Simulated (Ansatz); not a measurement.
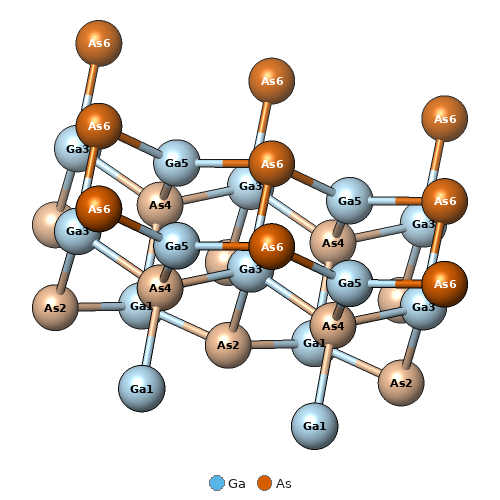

The system is CO on a GaAs(110) slab cut from the F-43m phase, its upper half relaxed before the scan (6 atoms of substrate and one adsorbate in a 1 × 1 cell); the picture shows it without the atoms that are moved over the map. CO (O end down) is moved over the surface cell at a fixed height above a rigid substrate; the origin of the map has the adsorbate above As6; the height is held at 3.20 Å. Places are given modulo a cell vector. The map is drawn in real space over the plane of the surface. The scan uses a 6 × 6 grid; 24 points were computed and 12 follow by symmetry. Energies: meV, counted from the lowest grid point. With one adsorbate in each 1 × 1 cell, its nearest image is 4.0 Å away, so neighbouring adsorbates interact. At a fixed height the lowest place need not be the adsorption site. Theory: DFT PBE+D3(BJ), scalar-relativistic, plane waves, PAW in Ansatz 0.2.0. Settings: cutoff 420 eV, k-mesh 7×5×1, gaussian smearing 0.05 eV, no spin polarisation.

Range: position of O7 along the first surface vector from 0.000 to 0.833; position of O7 along the second surface vector from 0.000 to 0.833.

**Predict the map.**

The lowest grid point is at (3/6, 2/6) of the cell vectors. No other kind of well shows on this grid. The highest grid point, the top site over a surface As atom, (0/6, 0/6) of the cell vectors, lies 72.5 meV above the lowest. On the interpolated surface the easiest way out of the lowest well to its copy in the next cell or period passes a barrier of about 4.5 meV.

| second ↓, first → | 0/6 | 1/6 | 2/6 | 3/6 | 4/6 | 5/6 |
| --- | --- | --- | --- | --- | --- | --- |
| 5/6 | 52.1 | 40.3 | 19.4 | 10.3 | 19.4 | 40.3 |
| 4/6 | 17.6 | 14.5 | 8.8 | 6.2 | 8.8 | 14.5 |
| 3/6 | 5.3 | 4.6 | 3.2 | 2.5 | 3.2 | 4.6 |
| 2/6 | 8.6 | 6.4 | 2.1 | 0.0 | 2.1 | 6.4 |
| 1/6 | 37.6 | 28.5 | 11.8 | 4.2 | 11.8 | 28.5 |
| 0/6 | 72.5 | 55.0 | 24.4 | 11.1 | 24.4 | 55.0 |

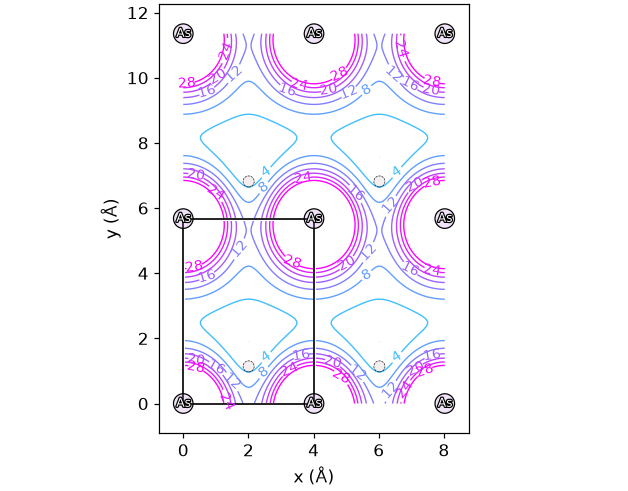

Drawn: contour lines labelled in meV (none above 28), labelled circles for the atoms of the top layer and small ones for the second layer, the outline of one cell of the 2 × 2 shown. Between grid points the surface is interpolated.

Time for the 24 points that were run: 8.4 min on 2 threads of Intel(R) Xeon(R) Platinum 8488C (Sapphire Rapids), on a shared host.

PAW datasets: the set soft_1.
